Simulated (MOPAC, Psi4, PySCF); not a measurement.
Interaction energy of CH4O ··· H4O4Si (SMILES CO and O[Si](O)(O)O). Monomers: optimised at B3LYP-D3(BJ) (def2-TZVP), held rigid. Orientation: lowest of the rigid-body minima from ten starts at GFN2-xTB. Only R, the distance of the centres of mass, is varied, so the lowest point isn't the relaxed dimer.

Geometry at R = 3.80 Å (first 6 atoms: monomer A):
```
15

C     -0.3614    -0.0317     0.0007
O      0.9533    -0.0049     0.5387
H     -1.0375    -0.2271     0.8317
H     -0.6415     0.9249    -0.4544
H     -0.4883    -0.8274    -0.7418
H      1.5755     0.1662    -0.1749
O      2.6330     4.2214    -1.1188
Si     2.8075     2.7954    -0.3375
O      4.3130     2.7995     0.3013
O      2.7042     1.4568    -1.2714
O      1.5798     2.7040     0.7390
H      1.7374     4.5111    -1.3097
H      4.6471     3.6363     0.6336
H      3.4907     1.1988    -1.7586
H      1.3587     1.8339     1.0803
```

RKS-B3LYP/6-31G* = restricted B3LYP/6-31G*, spherical d, no counterpoise correction in PySCF; RHF/STO-3G = PySCF with restricted Hartree-Fock/STO-3G, no counterpoise correction; SAPT0/jun-cc-pVDZ, frozen core (Psi4); PM7, restricted, heats of formation (MOPAC); BLYP/def2-TZVP, counterpoise-corrected (Psi4).

Interaction energies in kcal/mol (negative: bound); R is the distance of the centres of mass, d the O2···H15 distance.

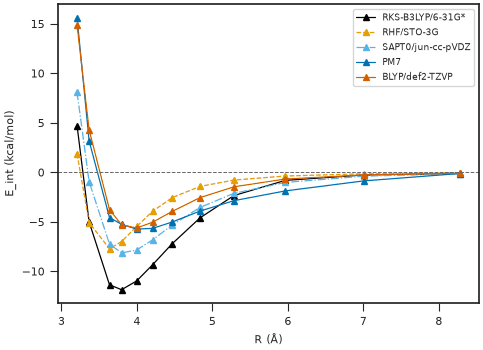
*Interaction energy against separation.*

| R / Å | d / Å | RKS-B3LYP/6-31G* | RHF/STO-3G | SAPT0/jun-cc-pVDZ | PM7 | BLYP/def2-TZVP |
|---|---|---|---|---|---|---|
| 3.21 | 1.54 | 4.72 | 1.87 | 8.08 | 15.61 | 14.87 |
| 3.37 | 1.64 | -5.01 | -5.08 | -0.95 | 3.17 | 4.28 |
| 3.64 | 1.84 | -11.36 | -7.73 | -7.25 | -4.57 | -3.76 |
| 3.80 | 1.96 | -11.86 | -6.99 | -8.14 | -5.25 | -5.32 |
| 4.00 | 2.12 | -10.97 | -5.47 | -7.85 | -5.73 | -5.63 |
| 4.21 | 2.30 | -9.35 | -3.95 | -6.82 | -5.67 | -5.05 |
| 4.47 | 2.52 | -7.22 | -2.56 | -5.33 | -5.02 | -3.95 |
| 4.84 | 2.85 | -4.60 | -1.43 | -3.54 | -3.91 | -2.56 |
| 5.29 | 3.26 | -2.34 | -0.78 | -2.12 | -2.86 | -1.46 |
| 5.97 | 3.90 | -0.81 | -0.38 | -1.02 | -1.88 | -0.68 |
| 7.01 | 4.90 | -0.27 | -0.15 | -0.39 | -0.87 | -0.26 |
| 8.28 | 6.14 | -0.10 | -0.06 | -0.15 | -0.12 | -0.10 |

Lowest grid point: RKS-B3LYP/6-31G* -11.86 kcal/mol at R = 3.80 Å; RHF/STO-3G -7.73 kcal/mol at R = 3.64 Å; SAPT0/jun-cc-pVDZ -8.14 kcal/mol at R = 3.80 Å; PM7 -5.73 kcal/mol at R = 4.00 Å; BLYP/def2-TZVP -5.63 kcal/mol at R = 4.00 Å.
